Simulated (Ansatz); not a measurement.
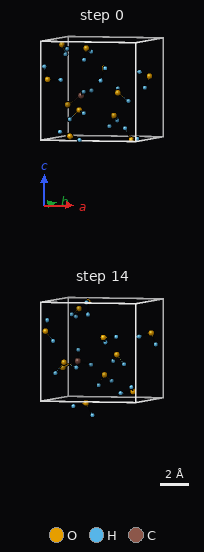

The structure of an amorphous cell of composition H$_{22}$CO$_{11}$ before (top) and after (bottom) a relaxation, at one scale.

Style: ball-and-stick. Shown: the cell of the calculation, from a free direction.

The cell holds 10 H2O + 1 H2CO. The run prepares the start of a later molecular dynamics calculation, from a guessed geometry.

The calculation used DFT PBE-D3(BJ), scalar-relativistic, plane waves, PAW in Ansatz 0.2.0. (plane-wave cutoff 420 eV; k-point mesh 1 × 1 × 1; occupations fermi dirac; smearing width 0.02 eV; no spin polarisation; atoms relaxed in a fixed cell; force threshold 0.3 eV/Å; at most 15 steps)

Describe what moved and what it gained.

Answer. The relaxation stopped without meeting its thresholds, so the last structure isn't shown to be converged. It used up its limit of 15 steps. The largest move is that of an H atom, 1.57 Å roughly along [1 −2 3]. Largest moves by element: H 1.57 Å, O 1.39 Å, C 0.45 Å. The cell doesn't change. Some distances before and after: H–O 0.969 → 1.005 Å, C–H 1.104 → 1.116 Å, H–O 0.969 → 0.979 Å, C–O 1.220 → 1.224 Å. Among the angles between lasting bonds that change: H–O–H 104.0° → 106.3°. After 14 geometry steps the energy has fallen by 140 meV per atom. Largest force component: 1.1 eV/Å at the start, 0.42 eV/Å at the end. Cost: 40 s on 1 thread of Arm Neoverse V1 (shared host), peak memory 0.38 GiB.

Limits of the set-up: the program's low-accuracy preset was used; the periodic images lie only 7.1 Å apart, so the values are limited by the cell's size.
